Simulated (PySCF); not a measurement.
# BH2F (SMILES [H]B([H])F): r2SCAN/STO-3G

Aim: the vertical ionisation energy of BH2F at r2SCAN/STO-3G, from 2 runs. Input form: a Python script.

The results are computed with PySCF 2.14.0.

7 further runs of the same task are left out: 7 set aside as unsound or not needed.

## (1) Starting point

BH2F: 4 atoms, total charge 0, spin state singlet. As SMILES, `[H]B([H])F`. Geometry: relaxed at GFN2-xTB.

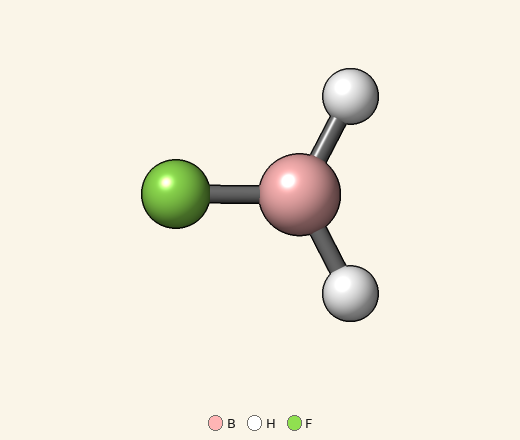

The structure, seen from a chosen angle (boron pink, hydrogen white, fluorine green).

## (2) The energy at r2SCAN/STO-3G

Contents of job.py:

```python
from pyscf import gto, dft

molecule = gto.Mole()
molecule.atom = '''
B      0.056673     0.092975     0.001134
H      2.264686    -0.064194     0.029536
H     -1.092772     1.984553    -0.036755
F     -1.228587    -2.013314     0.006104
'''
molecule.verbose = 3
molecule.charge = 0
molecule.unit = 'bohr'
molecule.max_memory = 1860
molecule.basis = 'sto-3g'
molecule.build()

myscf = dft.RKS(molecule)
myscf.xc = 'r2scan'
myscf.conv_tol = 1e-10
myscf.grids.level = 5
myscf.kernel()
if not myscf.converged:
    myscf = myscf.newton().run(myscf.mo_coeff, myscf.mo_occ)

e_tot = myscf.e_tot
print(f'total energy: {e_tot:.8f} hartree')
```

On the command line:

```
$ OMP_NUM_THREADS=1 python job.py
```

What it wrote:

```text
converged SCF energy = -124.117384525944
total energy: -124.11738453 hartree
```

It took 2 s on 1 thread of Arm Neoverse V1, shared host; peak memory 0.17 GiB.

## (3) The doublet cation, same level

Contents of job.py:

```python
from pyscf import gto, dft

system = gto.Mole()
system.atom = '''
B    0.029990   0.049200   0.000600
H    1.198420  -0.033970   0.015630
H   -0.578270   1.050180  -0.019450
F   -0.650140  -1.065400   0.003230
'''
system.max_memory = 1860
system.verbose = 4
system.charge = 1
system.spin = 1
system.basis = 'sto-3g'
system.build()

ks = dft.UKS(system, xc='r2scan')
ks.conv_tol = 1e-10
ks.grids.level = 5
ks.kernel()
if not ks.converged:
    ks = ks.newton().run(ks.mo_coeff, ks.mo_occ)

etot = ks.e_tot
print(f'total energy: {etot:.8f} hartree')
```

On the command line:

```
$ OMP_NUM_THREADS=1 python job.py
```

What it wrote:

```text
PySCF version 2.14.0

[INPUT] num. atoms = 4
[INPUT] num. electrons = 15
[INPUT] charge = 1
[INPUT] spin (= nelec alpha-beta = 2S) = 1
[INPUT] symmetry False subgroup None
[INPUT] Mole.unit = angstrom
[INPUT] Symbol           X                Y                Z      unit          X                Y                Z       unit  Magmom
[INPUT]  1 B      0.029990000000   0.049200000000   0.000600000000 AA    0.056672886476   0.092974525329   0.001133835675 Bohr   0.0
[INPUT]  2 H      1.198420000000  -0.033970000000   0.015630000000 AA    2.264685582201  -0.064193996451   0.029536419327 Bohr   0.0
[INPUT]  3 H     -0.578270000000   1.050180000000  -0.019450000000 AA   -1.092771926052   1.984552581496  -0.036755173123 Bohr   0.0
[INPUT]  4 F     -0.650140000000  -1.065400000000   0.003230000000 AA   -1.228586542625  -2.013314213112   0.006103815382 Bohr   0.0

nuclear repulsion = 27.5083481838548
number of shells = 8
number of NR pGTOs = 36
number of NR cGTOs = 12
basis = sto-3g
ecp = {}

******** <class 'pyscf.dft.uks.UKS'> ********
method = UKS
initial guess = minao
damping factor = 0
level_shift factor = 0
DIIS = <class 'pyscf.scf.diis.CDIIS'>
diis_start_cycle = 1
diis_space = 8
diis_damp = 0
SCF conv_tol = 1e-10
SCF conv_tol_grad = None
SCF max_cycles = 50
direct_scf = True
direct_scf_tol = 1e-13
number electrons alpha = 8  beta = 7
XC library pyscf.dft.libxc version 7.0.0
    S. Lehtola, C. Steigemann, M. J.T. Oliveira, and M. A.L. Marques.,  SoftwareX 7, 1–5 (2018)
XC functionals = r2scan
    J. W. Furness, A. D. Kaplan, J. Ning, J. P. Perdew, and J. Sun.,  J. Phys. Chem. Lett. 11, 8208-8215 (2020)
    J. W. Furness, A. D. Kaplan, J. Ning, J. P. Perdew, and J. Sun.,  J. Phys. Chem. Lett. 11, 9248-9248 (2020)
    J. W. Furness, A. D. Kaplan, J. Ning, J. P. Perdew, and J. Sun.,  J. Phys. Chem. Lett. 11, 8208-8215 (2020)
    J. W. Furness, A. D. Kaplan, J. Ning, J. P. Perdew, and J. Sun.,  J. Phys. Chem. Lett. 11, 9248-9248 (2020)
radial grids:
    Treutler-Ahlrichs [JCP 102, 346 (1995); DOI:10.1063/1.469408] (M4) radial grids

becke partition: Becke, JCP 88, 2547 (1988); DOI:10.1063/1.454033
pruning grids: <function nwchem_prune>
grids dens level: 5
symmetrized grids: False
atomic radii adjust function: <function treutler_atomic_radii_adjust>
small_rho_cutoff = 0
Set gradient conv threshold to 1e-05
tot grids = 134120
init E= -124.082940207327
[... the frontier-level lines of each cycle are left out ...]

cycle= 1 E= -123.69663705905  delta_E= 0.386  |g|= 0.219  |ddm|= 1.58
cycle= 2 E= -123.424849347096  delta_E= 0.272  |g|= 0.728  |ddm|= 0.921
cycle= 3 E= -123.733471108581  delta_E= -0.309  |g|= 0.0519  |ddm|= 0.635
cycle= 4 E= -123.735084566989  delta_E= -0.00161  |g|= 0.0146  |ddm|= 0.0526
cycle= 5 E= -123.735235747558  delta_E= -0.000151  |g|= 0.00416  |ddm|= 0.0231
cycle= 6 E= -123.735249787116  delta_E= -1.4e-05  |g|= 0.00134  |ddm|= 0.00587
cycle= 7 E= -123.735251062296  delta_E= -1.28e-06  |g|= 0.000108  |ddm|= 0.00156
cycle= 8 E= -123.735251070433  delta_E= -8.14e-09  |g|= 4.37e-06  |ddm|= 0.000153
cycle= 9 E= -123.735251070451  delta_E= -1.77e-11  |g|= 3.35e-06  |ddm|= 1.34e-05
Extra cycle  E= -123.735251070395  delta_E= 5.55e-11  |g|= 9.45e-06  |ddm|= 1.43e-05
converged SCF energy = -123.735251070395  <S^2> = 0.75481888  2S+1 = 2.0048131
total energy: -123.73525107 hartree
```

It took 3.6 s on 1 thread of Arm Neoverse V1, shared host; peak memory 0.18 GiB.

## (4) Outcome

Level: r2SCAN/STO-3G.

| quantity | value |
| --- | --- |
| singlet BH2F: total energy | -124.11738 Eh |
| singlet BH2F: dipole moment | 0.41 D |
| singlet BH2F: HOMO energy | -5.01 eV |
| singlet BH2F: LUMO energy | 1.62 eV |
| singlet BH2F: HOMO–LUMO gap | 6.62 eV |
| doublet cation: total energy | -123.73525 Eh |
| doublet cation: HOMO energy (highest over α and β) | -17.76 eV |
| doublet cation: LUMO energy (lowest over α and β) | -15.57 eV |
| doublet cation: ⟨S²⟩ | 0.755 |
| vertical ionisation energy (to the doublet cation) | 10.398 eV |

**Reading.** The vertical ionisation energy comes to 10.40 eV (240 kcal/mol). The negative HOMO energy of the first species, 5.01 eV, lies 5.39 eV below that difference. In a minimal basis such a difference can be off by several eV, whatever the method. Mulliken charges (singlet BH2F) run from -0.08 on F4 to +0.20 on B1; they depend strongly on the basis. Mulliken charges (doublet cation) run from +0.19 on H2 to +0.41 on B1.
